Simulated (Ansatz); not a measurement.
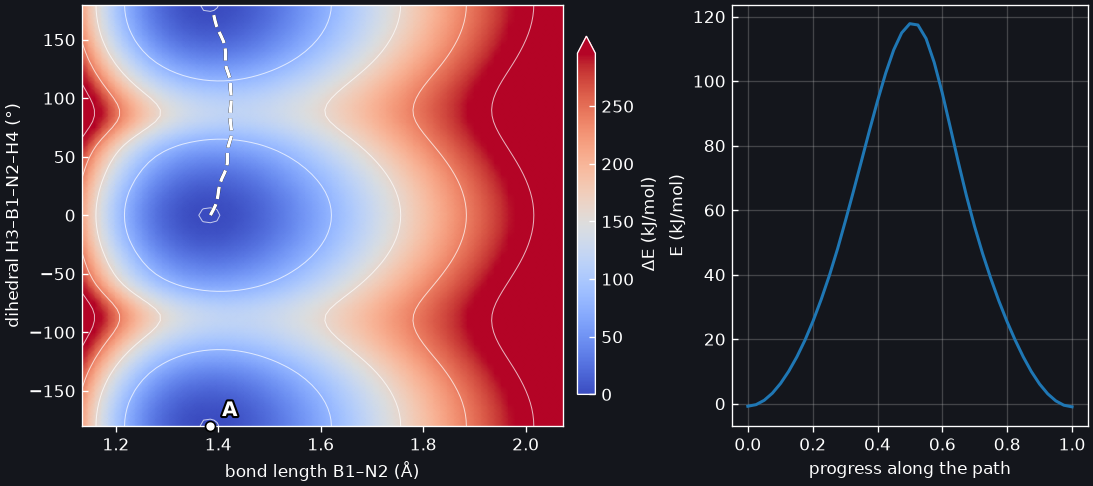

BH3N, SMILES [BH]N, spin multiplicity 2. First axis: bond length B1–N2. Second axis: dihedral H3–B1–N2–H4. Nothing is relaxed (all other coordinates rigid). The scan uses a 15 × 15 grid; 120 points were computed and 105 follow by symmetry. Points are written as (first, second). Energies are in kJ/mol, from the lowest grid point. Level of theory: Ansatz, UHF-MP2, frozen core/def2-TZVP.

The picture shows a smooth colour map with a few white contour lines, a line along the lowest path, one colour for all values above the top of the scale, the energy along the path at the right, the start A. Between grid points the surface is interpolated.

Question: Describe the path and its barrier.

Answer: The easiest path leads from the well at about (1.38 Å, −180°) to a well of about the same depth at about (1.38 Å, 0°). Its highest point lies about 119 kJ/mol above the bottom of the first well on the interpolated surface, at about (1.42 Å, 90°). The start is the relaxed structure and all else is held, so a fully relaxed path at this level can only be lower.
